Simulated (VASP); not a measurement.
Band structure of TiB₂ (AlB2 type). Calculation: PBE GGA with D3 dispersion (zero damping), VASP's PBE PAW potentials (set 64) (plane waves; VASP).

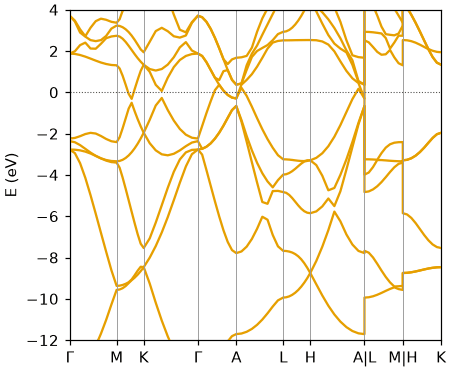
*Bands along high-symmetry lines, zero at the valence-band maximum or, without a gap, the Fermi level*

Read the plot: is there a gap, and where are the band edges?

It has no gap at this level: it comes out as a metal or semimetal. (Edges off the drawn lines would not show.)

The compound is TiB2 in the AlB2 type structure. It was relaxed first.
